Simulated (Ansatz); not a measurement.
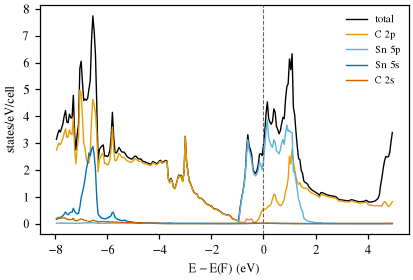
Figure. Total and projected density of states of SnC8 in space group P6/mmm (No. 191; C on 6l, C on 2c, Sn on 1b), plane-wave PAW PBE (Ansatz code)

Question: Which orbitals carry the states next to the Fermi level?

Answer: Within 0.5 eV of the Fermi level: Sn 5p 83 %, C 2p 15 %. Projections are on Löwdin-orthogonalised atomic valence shells; empty p or d shells of many metals are not among them.

Question: Where is the tallest occupied peak in this window, and what makes it?

Answer: Near -6.5 eV, about 7.7 states/eV per cell; the largest projected share is C 2p.

The start of the workflow was typed in or built on a structure type; neither database checked (COD, Materials Project) lists it. Its standing as an ambient phase is unchecked. The cell was relaxed with PBE under the symmetry of its start; whether a distortion lowers the energy is not shown. The volume moved by 44 % from the start of the relaxation. Its formation energy is positive at this level, so the cell may be metastable or incomplete. Spin–orbit coupling is left out wherever it is not named.

Potentials: the earlier of the program's two PAW sets.
